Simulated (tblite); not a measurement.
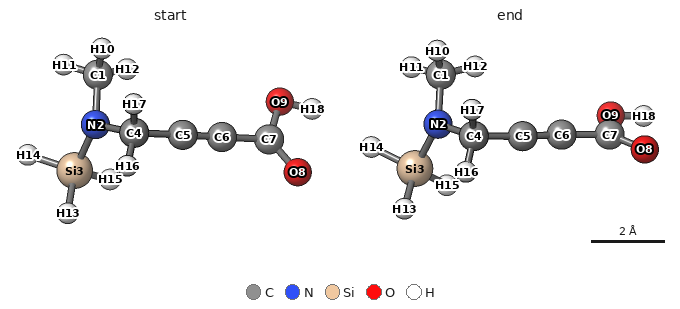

The structure of C₅H₉NO₂Si before (left) and after (right) a relaxation, at one scale.

Style: ball-and-stick. Shown face on.

Level of theory: tblite, GFN2-xTB geometry optimisation, gas phase. 

Q: Describe what moved and what it gained.

A: Over 146 geometry steps the energy falls by 0.200 eV. The atom that moves furthest after the best rigid fit is O8 (0.82 Å). By element the largest moves are O 0.82 Å, H 0.47 Å, C 0.17 Å, Si 0.08 Å, N 0.07 Å. Among the contacts that change: N2–C4 1.474 → 1.445 Å, Si3–H14 1.488 → 1.461 Å, C1–N2 1.464 → 1.442 Å, C1–H11 1.108 → 1.087 Å. Bond angles that change, for instance: N2–Si3–H15 108.6° → 115.9°, C7–O9–H18 103.5° → 109.7°, H16–C4–H17 103.4° → 108.4°.
